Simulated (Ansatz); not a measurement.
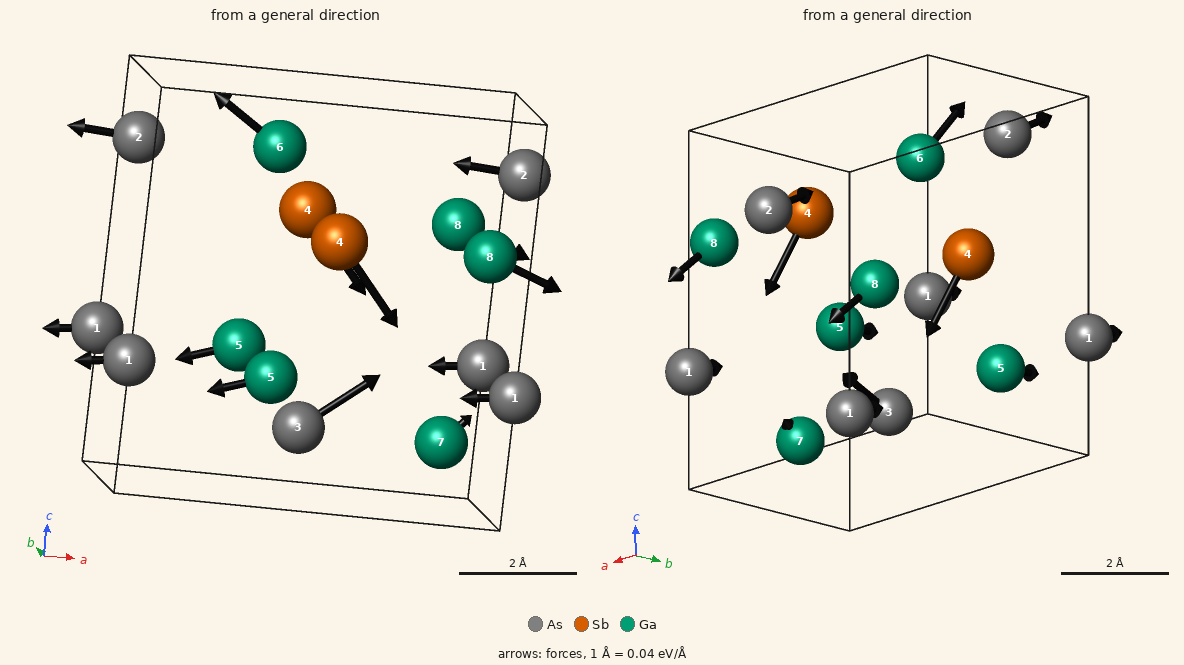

An orthographic spheres-only view of the structure, from two general directions. The simulation cell is drawn as a box. The arrows are the computed forces on the atoms.

System: Ga$_{4}$SbAs$_{3}$. Calculation details: DFT, PBE with spin-orbit coupling, plane waves, PAW in Ansatz 0.2.0; a kinetic-energy cutoff of 420 eV, k-mesh 4×6×4, Fermi-Dirac smearing of 0.02 eV, no moments seeded, so the run stays non-magnetic, spinor wavefunctions.

Question: Is the structure at a minimum of the energy?

Answer: No. The atoms still feel forces of up to about 0.054 eV/Å, above a usual threshold of 0.01 to 0.03 eV/Å.

The structure was taken from a structure type filled with these elements by a generator (whether the compound takes this form wasn't checked). Earlier steps of the study, as a rule a relaxation of our own, may have changed the cell and positions, so they can lie some per cent off the listed ones. It was run through Ansatz as a DFT input.
